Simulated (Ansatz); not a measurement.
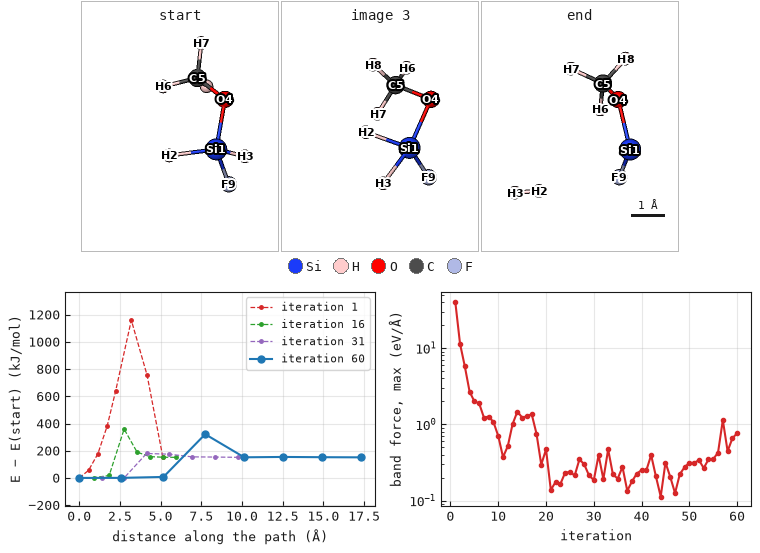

A search for the minimum-energy path of CH5FOSi by the nudged elastic band. Images are numbered from 0 (start) to 7 (end). The plot follows the band through its iterations. The picture is a ball-and-stick view, seen from a free direction.

Theory: RKS PBE0/6-31G* (Ansatz 0.2.0). Run with 6 movable images; no climbing image; force threshold 0.05 eV/Å; iteration limit 60; starting path through a guess of the saddle point.

How did the profile develop, and is the result final?

The result isn't final. The band hadn't converged when the run stopped after 60 iterations. The largest component of the band force went from 41 to 0.77 eV/Å. The barrier read from it is provisional: over the last two iterations the highest image moved from 397.4 kJ/mol to 321.3 kJ/mol. The first iteration put the highest image at 1159.5 kJ/mol. Forward barrier 321.3 kJ/mol, backward barrier 170.0 kJ/mol, with image 3 at the top; the reaction energy is +151.3 kJ/mol.

The run took 16 min on 1 thread of Arm Neoverse V1 (shared host), peak memory 0.17 GiB.
